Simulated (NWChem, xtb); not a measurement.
**CH5GeNO (SMILES O=C[NH][GeH3]): the dipole moment, rung by rung**

CH5GeNO: 9 atoms, total charge 0, spin state singlet. SMILES: `O=C[NH][GeH3]`. The coordinates come from a PBE0-D4/def2-TZVP relaxation. This is one conformer, not always the lowest.

```csv
atom,x (Å),y (Å),z (Å)
O,0.5208,0.4167,-1.8699
C,1.1242,0.5836,-0.8323
N,0.6278,0.2361,0.3730
Ge,-1.0703,-0.5387,0.4399
H,2.1330,1.0365,-0.8011
H,1.1952,0.4096,1.1867
H,-1.0565,-1.8517,-0.3449
H,-2.0985,0.4522,-0.1086
H,-1.2872,-0.7906,1.9401
```

Each level gives the dipole moment (D). The values are calculated.

| level | kind | program | value (D) | CPU time |
| --- | --- | --- | --- | --- |
| GFN2-xTB | semi-empirical | xtb | 3.67 | under 2 s |
| GFN0-xTB | semi-empirical | xtb | 4.02 | under 2 s |
| GFN1-xTB | semi-empirical | xtb | 4.98 | under 2 s |
| HF/STO-3G | Hartree–Fock | NWChem | 2.71 | 8.1 s |
| HF/3-21G | Hartree–Fock | NWChem | 3.70 | 8.3 s |
| HF/def2-TZVP | Hartree–Fock | NWChem | 3.78 | 3.7 min |
| B3LYP/6-31G* (spherical functions) | global hybrid | NWChem | 3.36 | 95 s |
| B3LYP/6-31G* (Cartesian functions) | global hybrid | NWChem | 3.37 | 49 s |

All-electron rows without a relativistic Hamiltonian named are non-relativistic. The values span 2.71 to 4.98 D. Magnitudes only. Sets without polarisation functions give poor dipoles. Without the sets that lack polarisation functions the rows with a basis span only 3.36 to 3.78 D. CPU times are rough (shared hosts, several kinds of processor and program).

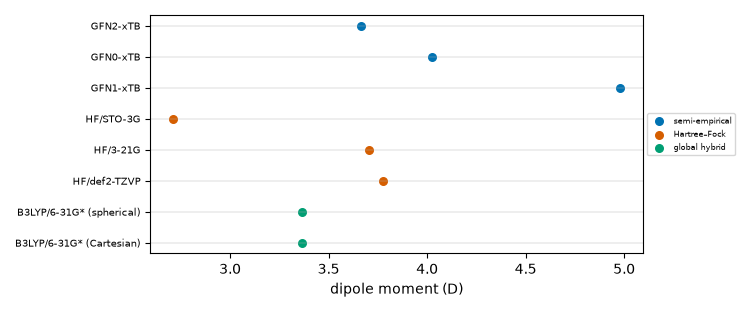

The values of the table, level by level.
